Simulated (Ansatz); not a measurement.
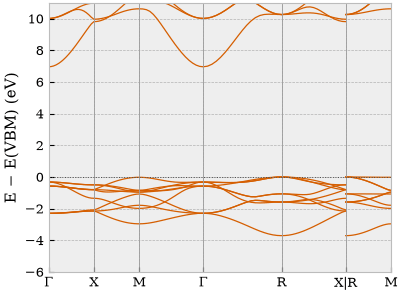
Figure: Band structure from PBE in the plane-wave PAW code Ansatz

### Question
Read off the gap and where the band edges lie.

### Answer
About 7.0 eV (6.96 eV by a search for the band edges); maximum at R, minimum at Γ.

The material is KMgF3 (cubic perovskite, Pm-3m).

Symmetry was held in the PBE relaxation; phonons on a q-mesh show no instability.

Potentials: the later of the program's two PAW sets.
